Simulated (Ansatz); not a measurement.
# H5OSi: the cost of one run

Program: Ansatz 0.2.0. Level of theory: UKS PBE/6-31G*. These are calculated values, not measurements.

### Step 1. The structure to begin with

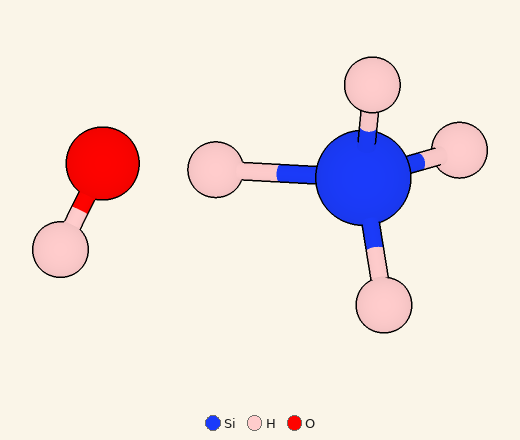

Start, viewed from a chosen angle; silicon blue, hydrogen pink, oxygen red.

Structure file:

```xyz
7

Si    0.0000    0.0000    0.0000
H     0.0000    0.0000    1.7100
H     1.3768    0.0000   -0.4862
H    -0.6877    1.1914   -0.4862
H    -0.6877   -1.1914   -0.4862
O     0.0000    0.0000    3.0200
H    -0.5144   -0.8011    3.3571
```

### Step 2. Pulling towards end A

Springs on the bonds that form and break draw the guess towards this end; the thresholds are loose.

input.yaml reads:

```yaml
crystal:
  periodic: [false, false, false]
  atoms:
    - { symbol: Si, position_ang: [0.0, 0.0, 0.0] }
    - { symbol: H, position_ang: [0.0, 0.0, 1.71] }
    - { symbol: H, position_ang: [1.3768, 0.0, -0.4862] }
    - { symbol: H, position_ang: [-0.6877, 1.1914, -0.4862] }
    - { symbol: H, position_ang: [-0.6877, -1.1914, -0.4862] }
    - { symbol: O, position_ang: [0.0, 0.0, 3.02] }
    - { symbol: H, position_ang: [-0.5144, -0.8011, 3.3571] }
magnetization:
  spin_polarized: true
  initial_magnetization: 1
basis:
  gaussian: { orbitals: "6-31G*" }
hamiltonian:
  xc: pbe
relax:
  f_tol: 0.15
  max_steps: 25
  restrain:
    - { distance: [1, 5], at: 2.21, k: 30.0 }
    - { distance: [0, 1], at: 1.46, k: 30.0 }
```

The run is started by

```bash
ansatz run input.yaml --threads 1 --pin off --max-ram 2048MiB --backend cpu --events-out ev --progress --plain --runs-dir out
```

Q: Estimate wall time and peak memory on 1 thread of Arm Neoverse V1, shared host.

About 17 s, with a peak of 0.12 GiB.
